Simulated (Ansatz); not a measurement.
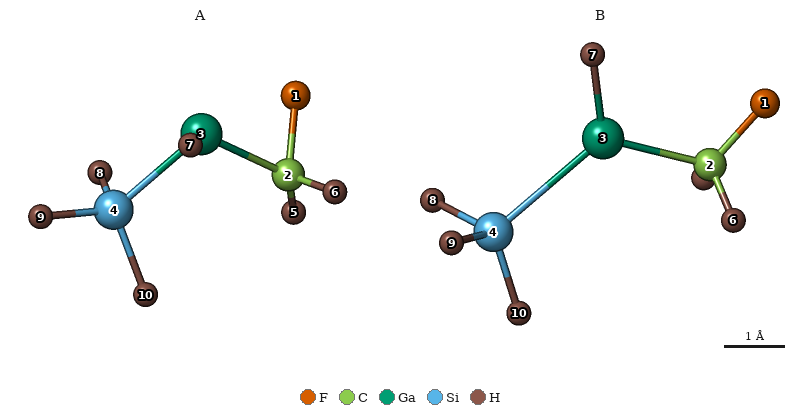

Two geometries of CH₆FGaSi (coarse preliminary run), drawn at one scale. One is the start of a relaxation, the other its converged end. A ball-and-stick model, seen from a free direction.

All numbers below come from RKS PBE-D4/def2-SVP in Ansatz 0.2.0. Settings: force threshold 0.03 eV/Å; at most 200 steps.

> Which one is relaxed?

Structure B is the relaxed one. The start comes from a force field. Over 34 accepted moves (36 points after the start) the energy falls by 325.4 kcal/mol. The largest force component goes from 35 to 0.025 eV/Å. The line search rejected the trial steps at points 8, 33 of the run. The forces were under the threshold at step 22, but the run went on from there. The atom that moves furthest after the best rigid fit is H7 (1.56 Å). By element the largest moves are H 1.56 Å, F 1.32 Å, Si 0.53 Å, C 0.42 Å, Ga 0.22 Å. Some distances before and after: Ga3–H7 0.919 → 1.585 Å, Ga3–Si4 1.958 → 2.427 Å, Si4–H9 1.420 → 1.510 Å, C2–Ga3 1.952 → 2.005 Å. Bond angles that change, for instance: Si4–Ga3–H7 80.5° → 121.5°, F1–C2–Ga3 81.9° → 112.5°, Ga3–C2–H5 136.2° → 109.8°. Cost: 43 s on 4 threads of Arm Neoverse V1 (shared host).
